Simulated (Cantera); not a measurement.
Input: 1 mol FeS, a varied amount of H₂, 0.34 mol H₂O, equilibrated at 1773.15 K and 13.3 mbar.

Method: chemical equilibrium by Gibbs-energy minimisation in Cantera with the NASA 1993 tables (ideal gas, pure condensed phases). Candidate condensed phases: Fe, FeO, Fe(OH)₂, Fe(OH)₃, FeS, FeSO₄, FeS₂, Fe₂O₃, Fe₂(SO₄)₃, Fe₃O₄, H₂O, H₂SO₄, S; 22 gas species. Equilibrium is a limit: real reactors are often held back by kinetics, nucleation or transport.

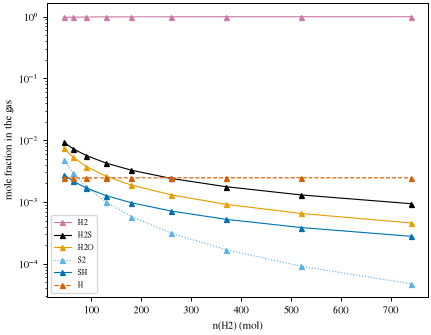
*Equilibrium gas composition (values under 1e-9 drawn at 1e-9)*

Read off the mole fractions at 130 mol H₂.

H₂ about 0.99, H₂S about 0.0042, H₂O about 0.0026, H about 0.0025, SH about 0.0013, S₂ about 0.00099.
